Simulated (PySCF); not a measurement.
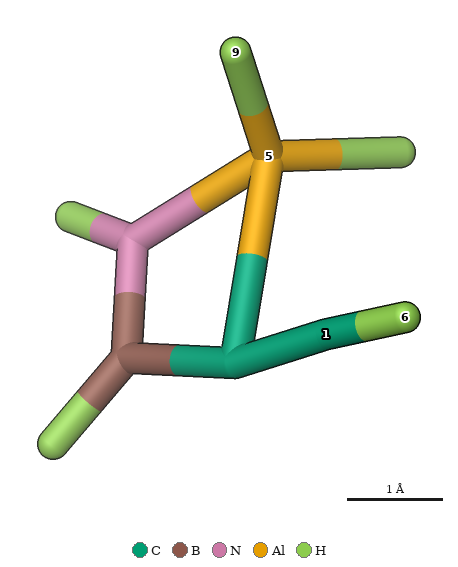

Fig. 1: The structure as given in the input (stick view, seen at a tilt; atoms are numbered from 1 in the order of the input). Sticks mark near contacts.

NMR shielding calculation of C2H5AlBN

C2H5AlBN, computed with GIAO KT3/pcSseg-2 NMR shielding, non-relativistic, gas phase (PySCF 2.14.0).

The geometry comes from this level: PBE0-D3(BJ)/def2-SVP. Figures and captions count atoms from 1; the log counts them from 0 in places.

Input file:
```
{"job": {"kind": "nmr", "xc": "KT3", "basis": "pcSseg-2", "pop": false}, "charge": 0, "multiplicity": 1}
C      1.629060     0.085524    -0.133134
C      0.946062    -0.916459    -0.305146
B     -0.279406    -1.869415    -0.538555
N     -1.417803    -1.083753    -0.609975
Al    -0.817103     0.675521    -0.378569
H      2.305924     0.910121     0.021536
H     -0.180892    -3.067748    -0.629440
H     -2.330571    -1.498995    -0.755990
H     -1.012773     1.329577     1.057295
H     -0.680534     1.575134    -1.682129
```

The first line tells a small driver script what to run in PySCF; the rest is the geometry in Å.

Machine: 1 CPU thread, shared host.

Launched with:
```bash
OMP_NUM_THREADS=1 python <driver script> task.json out
```

Log:
```
coarse grid: 9048 points
cycle   1  E = -405.8385084703  dE =  3.325e-01  |g| = 6.261e-01  |ddm| = 2.768e+00
cycle   2  E = -405.4652611525  dE =  3.732e-01  |g| = 1.314e+00  |ddm| = 1.389e+00
cycle   3  E = -405.9039557990  dE = -4.387e-01  |g| = 3.248e-01  |ddm| = 1.069e+00
cycle   4  E = -405.9321658069  dE = -2.821e-02  |g| = 1.144e-01  |ddm| = 3.015e-01
cycle   5  E = -405.9341273225  dE = -1.962e-03  |g| = 7.635e-02  |ddm| = 1.153e-01
cycle   6  E = -405.9356416987  dE = -1.514e-03  |g| = 1.294e-02  |ddm| = 5.652e-02
cycle   7  E = -405.9356945602  dE = -5.286e-05  |g| = 2.442e-03  |ddm| = 1.463e-02
cycle   8  E = -405.9356960719  dE = -1.512e-06  |g| = 5.923e-04  |ddm| = 2.635e-03
final grid: 83368 points
cycle   9  E = -405.9606289855  dE = -2.578e-04  |g| = 1.062e-02  |ddm| = 2.576e-01
cycle  10  E = -405.9606278027  dE =  1.183e-06  |g| = 7.946e-03  |ddm| = 8.369e-03
cycle  11  E = -405.9606332921  dE = -5.489e-06  |g| = 4.260e-03  |ddm| = 6.452e-03
cycle  12  E = -405.9606374414  dE = -4.149e-06  |g| = 8.794e-04  |ddm| = 2.604e-03
cycle  13  E = -405.9606376308  dE = -1.894e-07  |g| = 3.466e-04  |ddm| = 8.379e-04
cycle  14  E = -405.9606376455  dE = -1.475e-08  |g| = 2.609e-04  |ddm| = 3.629e-04
cycle  15  E = -405.9606376635  dE = -1.794e-08  |g| = 2.368e-05  |ddm| = 1.812e-04
cycle  16  E = -405.9606376636  dE = -1.602e-10  |g| = 5.364e-06  |ddm| = 2.934e-05
```

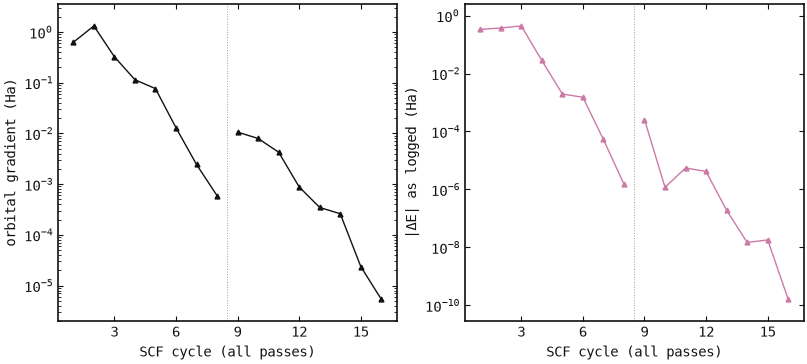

Fig. 2: Convergence of the self-consistent field: orbital gradient and size of the energy change against the SCF cycle. The dotted line marks the change from a coarse to the final integration grid. The first 8 cycles use a coarse grid, the final grid takes over at cycle 9, and the field converges after 16 cycles in all.

```
converged SCF energy = -405.9606376636

GIAO shielding tensors (ppm)
atom      isotropic    diamagn.    paramagn.     s11        s22        s33       span
  0 C       88.826     271.616    -182.790     18.232     28.385    219.860    201.627
  1 C       87.479     267.235    -179.756     -8.312     -3.689    274.437    282.749
  2 B       74.693     197.007    -122.313     25.062     85.262    113.756     88.695
  3 N       98.039     322.093    -224.055    -63.053     97.394    259.774    322.827
  4 Al     430.418     797.869    -367.452    391.471    406.020    493.762    102.291
  5 H       28.226      32.424      -4.198     23.812     24.381     36.485     12.673
  6 H       26.795      26.973      -0.178     25.052     26.314     29.017      3.965
  7 H       25.877      30.239      -4.362     23.654     24.897     29.080      5.426
  8 H       26.830      31.188      -4.358     24.373     24.879     31.238      6.865
  9 H       26.832      30.307      -3.475     24.375     24.875     31.245      6.869
```

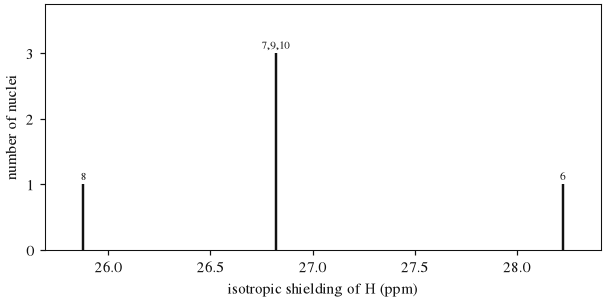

Fig. 3: Isotropic shieldings of the hydrogen nuclei in this fixed geometry, labelled by atom number; shielding grows to the right, so chemical shift grows to the left. The least shielded is H8 (25.9 ppm), the most shielded H6 (28.2 ppm).

Summary:

| quantity | value |
| --- | --- |
| outcome | converged |
| total energy | −405.960638 hartree |
| HOMO | −6.62 eV |
| LUMO | −2.20 eV |
| dipole moment | 0.66 D |
| isotropic shielding, C | 87.5 to 88.8 ppm |
| isotropic shielding, B | 74.7 ppm |
| isotropic shielding, N | 98.0 ppm |
| isotropic shielding, Al | 430.4 ppm |
| isotropic shielding, H | 25.9 to 28.2 ppm |
| wall time | 53 s |
| peak memory | 0.83 GiB |
